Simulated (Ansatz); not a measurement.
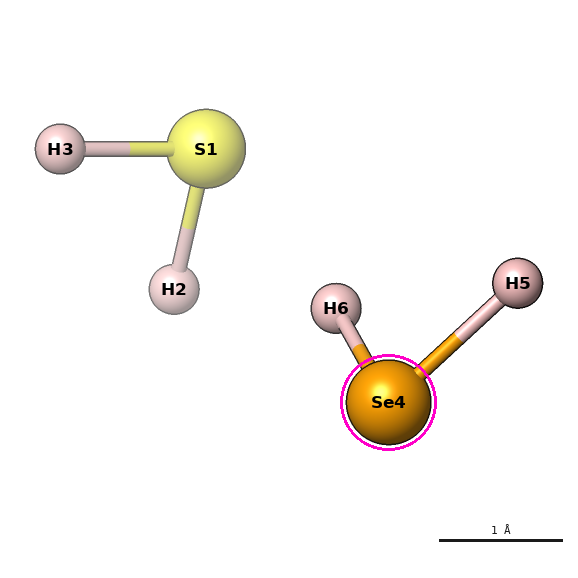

Orthographic view. Distant atoms are faded towards the background colour. Computed geometry: PBE0-D4/def2-TZVP optimisation.

**Name the neighbours of the circled atom.**

The circled atom is Se4; it is bonded to H5, H6.

**Which atom is farthest from the viewer?**

H2, 2.1 Å behind the mean position.

**Of Se4 and H6, which is nearer the viewer?**

Se4; the bond to H6 points away from the viewer, so it looks shorter than its 1.47 Å.
